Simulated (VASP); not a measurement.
Band structure of BaS (rock salt). Computed with PW91 GGA, VASP's PBE PAW potentials (set 64) (plane waves; VASP).

Unless said otherwise, spin-orbit coupling is left out, though it shifts the bands of the heavy elements here.

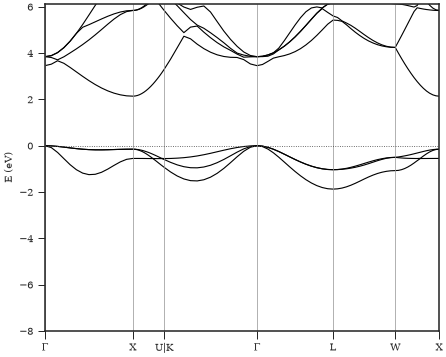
Figure: Bands along high-symmetry lines, zero at the valence-band maximum or, without a gap, the Fermi level

Task: Read the plot: is there a gap, and where are the band edges?

Result: The gap is indirect, 2.14 eV, from the valence maximum at Γ to the conduction minimum at X. (Edges off the drawn lines would not show.)

The compound is BaS in the rock salt structure. It was relaxed first.
